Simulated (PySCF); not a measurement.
**C₄H₃Cl₂N: a tour of settings, part 1 of 2**

Aim: see how C₄H₃Cl₂N (`N#CC/C(Cl)=C/Cl`) answers to the choice of functional, basis, grid and SCF options.

Computed with PySCF 2.14.0, with density-fitted response routines of our own, on a single molecule, in the gas phase or a continuum. Atoms count from 0, in the outputs and in this text.

## (1) The molecule as given

10 atoms, charge 0, multiplicity 1; geometry from: GFN2-xTB.

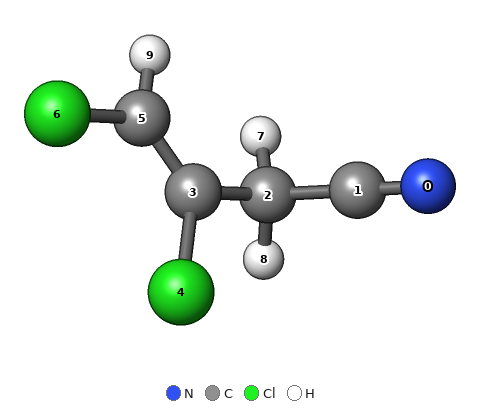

As it starts; nitrogen blue, carbon grey, chlorine green, hydrogen white, atoms numbered; sticks join atoms by distance.

## (2) Shielding tensors: PBE0/pcSseg-1

What the job is given:

```
{"job": {"kind": "nmr", "xc": "PBE0", "basis": "pcSseg-1"}, "charge": 0, "multiplicity": 1}
N     -1.752586     2.219170    -0.622903
C     -1.424643     1.171451    -0.310793
C     -0.998372    -0.153502     0.085837
C      0.440757    -0.366253    -0.299181
Cl     0.716694    -0.595482    -1.988009
C      1.437421    -0.352269     0.579461
Cl     3.079709    -0.580938     0.152787
H     -1.122540    -0.253549     1.166581
H     -1.634838    -0.885271    -0.419842
H      1.267280    -0.198701     1.633534
```

Level: GIAO PBE0/pcSseg-1 NMR shielding, non-relativistic, gas phase.

Run with:

```sh
$ OMP_NUM_THREADS=1 python probes_run.py task.json out
```

One launch serves the whole session: the jobs run in the order shown.

The log of the run:

```text
coarse grid: 10520 points
cycle   1  E = -1128.6226667856  dE =  1.067e+00  |g| = 4.774e-01  |ddm| = 3.210e+00
cycle   2  E = -1128.4294550883  dE =  1.932e-01  |g| = 1.048e+00  |ddm| = 1.441e+00
cycle   3  E = -1128.6810997569  dE = -2.516e-01  |g| = 8.121e-02  |ddm| = 9.119e-01
cycle   4  E = -1128.6821926822  dE = -1.093e-03  |g| = 4.924e-02  |ddm| = 1.500e-01
cycle   5  E = -1128.6827306233  dE = -5.379e-04  |g| = 1.264e-02  |ddm| = 5.924e-02
cycle   6  E = -1128.6827703652  dE = -3.974e-05  |g| = 2.363e-03  |ddm| = 1.445e-02
cycle   7  E = -1128.6827713611  dE = -9.960e-07  |g| = 1.249e-03  |ddm| = 2.854e-03
final grid: 95432 points
cycle   8  E = -1128.7220828374  dE = -3.121e-05  |g| = 5.890e-03  |ddm| = 2.318e-02
cycle   9  E = -1128.7220807519  dE =  2.086e-06  |g| = 6.082e-03  |ddm| = 1.031e-02
cycle  10  E = -1128.7220894729  dE = -8.721e-06  |g| = 1.616e-03  |ddm| = 7.150e-03
cycle  11  E = -1128.7220900564  dE = -5.835e-07  |g| = 3.690e-04  |ddm| = 1.944e-03
cycle  12  E = -1128.7220900817  dE = -2.533e-08  |g| = 1.446e-04  |ddm| = 3.236e-04
cycle  13  E = -1128.7220900858  dE = -4.067e-09  |g| = 4.885e-05  |ddm| = 1.209e-04
cycle  14  E = -1128.7220900863  dE = -4.704e-10  |g| = 1.836e-05  |ddm| = 5.176e-05
converged SCF energy = -1128.7220900863

GIAO shielding tensors (ppm)
atom      isotropic    diamagn.    paramagn.     s11        s22        s33       span
  0 N      -37.664     338.609    -376.273   -213.669   -195.959    296.637    510.306
  1 C       67.640     260.143    -192.503    -46.199    -43.267    292.386    338.584
  2 C      158.798     244.815     -86.017    148.134    148.819    179.441     31.306
  3 C       45.051     255.403    -210.352    -53.856     81.470    107.541    161.397
  4 Cl     689.246    1146.043    -456.797    477.715    686.778    903.245    425.530
  5 C       53.298     249.824    -196.526    -41.765     83.706    117.954    159.719
  6 Cl     718.738    1145.120    -426.382    505.344    744.274    906.596    401.252
  7 H       28.586      28.218       0.368     24.070     27.922     33.767      9.696
  8 H       28.587      26.625       1.962     24.857     27.318     33.586      8.729
  9 H       25.227      29.719      -4.492     20.545     26.615     28.522      7.977
```

It took 17 s on 1 thread of Intel Xeon Platinum 8488C, shared host; peak memory 0.7 GiB.

The references, computed at this level on geometries of the same kind, shield at (ppm): 1H TMS 31.72, 13C TMS 186.9, 15N NH3 267.7, 35Cl HCl 950. Their shielding less the atom's gives the shift. The references are single molecules in the gas phase, so shifts against H2O, NH3, PH3, H3PO4 or CFCl3 are not on the usual liquid scales and can be off by tens of ppm. Atoms listed in one row are averaged.

| atoms | environment | σ (ppm) | δ (ppm) | δ scaled to CDCl3 |
| --- | --- | --- | --- | --- |
| C3 | fully substituted alkene carbon | 45.1 | 141.9 | 136.6 |
| C5 | alkene CH | 53.3 | 133.6 | 128.5 |
| C1 | nitrile carbon | 67.6 | 119.3 | 114.5 |
| C2 | allylic sp3 CH2 | 158.8 | 28.1 | 25.5 |
| H9 | hydrogen on an alkene CH | 25.23 | 6.49 | 6.22 |
| H7, H8 | hydrogen on an allylic sp3 CH2 | 28.59 | 3.13 | 3.06 |
| N0 | nitrile nitrogen | -37.7 | 305.4 | – |
| Cl4 | chlorine bonded to C | 689 | 261 | – |
| Cl6 | chlorine bonded to C | 719 | 231 | – |

The scaled column applies a straight-line fit of computed shieldings to shifts measured in CDCl3, with any fitted terms for Cl, Br or S neighbours (root-mean-square error 0.16 ppm for H, 1.9 ppm for C).

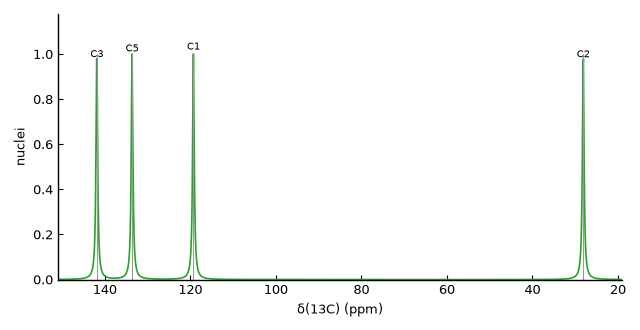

13C lines at the computed shifts, without couplings. Lines are broadened to a width of 0.45 ppm (Lorentzian).

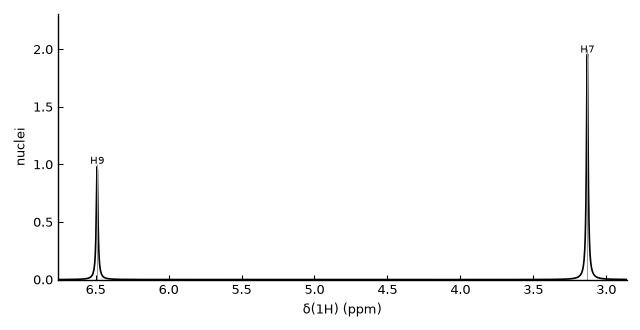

1H lines at the computed shifts, without couplings. Lines are broadened to a width of 0.01 ppm (Lorentzian).

The run also stored atomic charges by several schemes (e):

| atoms | Mulliken | IAO | Hirshfeld | ESP fit |
| --- | --- | --- | --- | --- |
| N0 | -0.23 | -0.23 | -0.21 | -0.46 |
| C1 | 0.07 | 0.14 | 0.08 | 0.44 |
| C2 | -0.09 | -0.30 | -0.04 | -0.37 |
| C3 | -0.23 | -0.02 | 0.01 | 0.14 |
| Cl4 | -0.01 | 0.00 | 0.00 | -0.03 |
| C5 | -0.01 | -0.19 | -0.04 | -0.29 |
| Cl6 | -0.04 | 0.02 | -0.01 | -0.01 |

IAO charges:

| atom | value (e) |
| --- | --- |
| N0 | -0.23 |
| C1 | 0.14 |
| C2 | -0.30 |
| C3 | -0.02 |
| Cl4 | 0.00 |
| C5 | -0.19 |
| Cl6 | 0.02 |
| H7 | 0.19 |
| H8 | 0.20 |
| H9 | 0.18 |

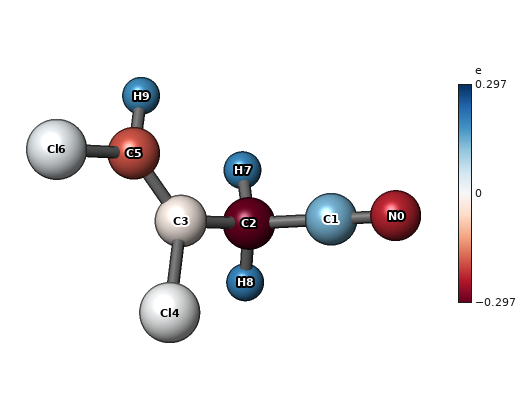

IAO charges, as colours on the atoms.

Mayer bond orders: N0–C1 3.06, C1–C2 0.99, C2–C3 1.01, C3–Cl4 1.14, C3–C5 1.74, C5–Cl6 1.09.

The fields below are evaluated on a grid from the run's orbitals.

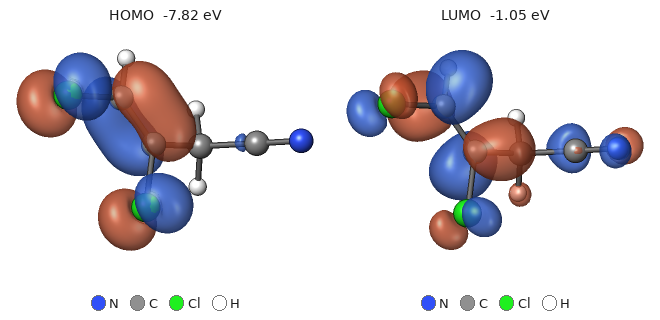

PBE0/pcSseg-1 orbitals near the gap, drawn at the value that encloses 70 % of each; the two colours are the two signs.

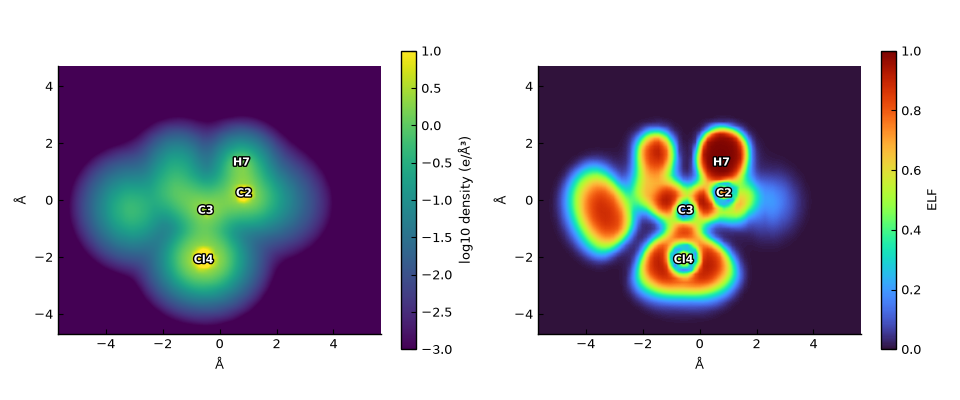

Density (left) and ELF (right) in a plane through or near 4 of the atoms.

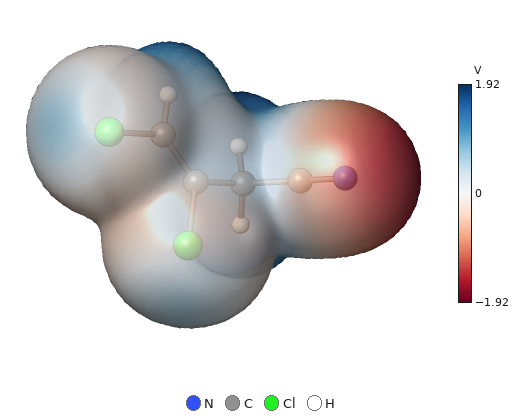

Electrostatic potential on the surface of density 0.002 e/bohr³; red is low, blue high. It runs from -1.64 V near N0 to 1.92 V near H7.

## (3) Ultraviolet spectrum: PBE0/def2-SVPD

Same as in step 2 but for these lines:

```diff
@@ -1,2 +1,2 @@
-{"job": {"kind": "nmr", "xc": "PBE0", "basis": "pcSseg-1"}, "charge": 0, "multiplicity": 1}
+{"job": {"kind": "uv", "xc": "PBE0", "basis": "def2-SVPD", "nstates": 6, "ntriplets": 2}, "charge": 0, "multiplicity": 1}
 N     -1.752586     2.219170    -0.622903
```

Level: TDDFT PBE0/def2-SVPD, vertical, gas phase, core orbitals frozen in the response.

The log of the run:

```text
coarse grid: 10520 points
cycle   1  E = -1128.1906172243  dE =  1.011e+00  |g| = 4.545e-01  |ddm| = 5.714e+00
cycle   2  E = -1128.0028707929  dE =  1.877e-01  |g| = 1.018e+00  |ddm| = 2.561e+00
cycle   3  E = -1128.2454249363  dE = -2.426e-01  |g| = 7.195e-02  |ddm| = 1.525e+00
cycle   4  E = -1128.2463097890  dE = -8.849e-04  |g| = 4.485e-02  |ddm| = 2.680e-01
cycle   5  E = -1128.2467877498  dE = -4.780e-04  |g| = 1.233e-02  |ddm| = 1.108e-01
cycle   6  E = -1128.2468273664  dE = -3.962e-05  |g| = 2.133e-03  |ddm| = 3.570e-02
cycle   7  E = -1128.2468282537  dE = -8.872e-07  |g| = 1.062e-03  |ddm| = 5.772e-03
final grid: 95432 points
cycle   8  E = -1128.3660258810  dE = -2.273e-05  |g| = 4.853e-03  |ddm| = 8.042e-02
cycle   9  E = -1128.3660240067  dE =  1.874e-06  |g| = 5.584e-03  |ddm| = 2.450e-02
cycle  10  E = -1128.3660319227  dE = -7.916e-06  |g| = 1.115e-03  |ddm| = 1.464e-02
cycle  11  E = -1128.3660322545  dE = -3.318e-07  |g| = 1.875e-04  |ddm| = 2.488e-03
cycle  12  E = -1128.3660322612  dE = -6.631e-09  |g| = 8.941e-05  |ddm| = 4.080e-04
cycle  13  E = -1128.3660322627  dE = -1.583e-09  |g| = 3.855e-05  |ddm| = 1.734e-04
cycle  14  E = -1128.3660322630  dE = -2.831e-10  |g| = 1.511e-05  |ddm| = 6.026e-05
converged SCF energy = -1128.3660322630

Static polarisability (au): isotropic 78.560, principal 62.465 73.207 100.008

Singlet excitations
state   eV       nm        f      main configurations
  1   5.9931    206.9   0.00127   H->L+1 0.96
  2   6.1979    200.0   0.29083   H->L 0.92
  3   6.7425    183.9   0.00059   H-1->L 0.98
  4   6.8132    182.0   0.01901   H->L+2 0.94
  5   7.0876    174.9   0.00270   H-2->L 0.86
  6   7.2100    172.0   0.00263   H->L+3 0.74, H->L+4 0.20

Triplet excitations (Tamm-Dancoff, eV): 3.9086 5.4977
```

Run time: 22 s. Hardware: 1 thread of Intel Xeon Platinum 8488C, shared host; peak memory 0.73 GiB.

Frontier orbitals and where they lie:

| orbital | eV | atoms |
| --- | --- | --- |
| HOMO−3 | -9.87 | N0 43 %, C1 32 %, C2 7 % |
| HOMO−2 | -9.73 | Cl4 25 %, Cl6 24 %, N0 18 % |
| HOMO−1 | -9.36 | Cl6 50 %, Cl4 38 %, C5 5 % |
| HOMO | -7.84 | Cl6 25 %, C3 24 %, C5 24 % |
| LUMO | -1.13 | C5 30 %, C3 29 %, Cl6 10 % |
| LUMO+1 | -0.25 | Cl4 35 %, Cl6 24 %, C3 17 % |
| LUMO+2 | 0.12 | C2 17 %, C1 14 %, H7 13 % |

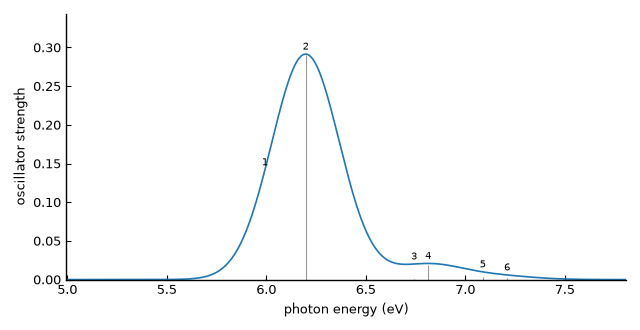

Absorption spectrum from the 6 singlet states computed; above the last one it falls off for lack of states. Lines are broadened to a width of 0.40 eV (Gaussian).

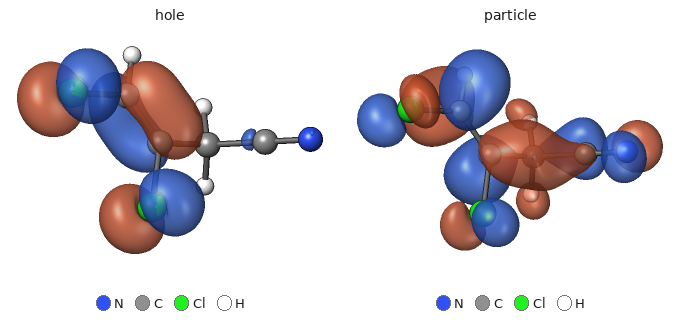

Leading natural transition orbitals of singlet state 2: the electron leaves the hole (left) for the particle orbital (right).

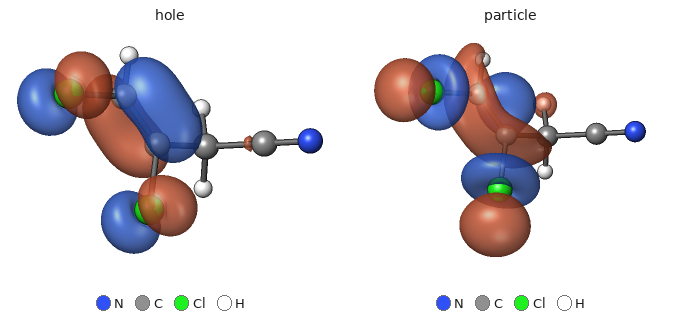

Leading natural transition orbitals of singlet state 1: the electron leaves the hole (left) for the particle orbital (right).

Further results of this job:

| property | computed |
| --- | --- |
| dipole moment (D) | 3.83 |
| polarisability (Å³) | 11.64 |
| HOMO–LUMO gap (eV) | 6.71 |
| −ε(HOMO) (eV) | 7.84 |

(Continued in part 2 of 2.)
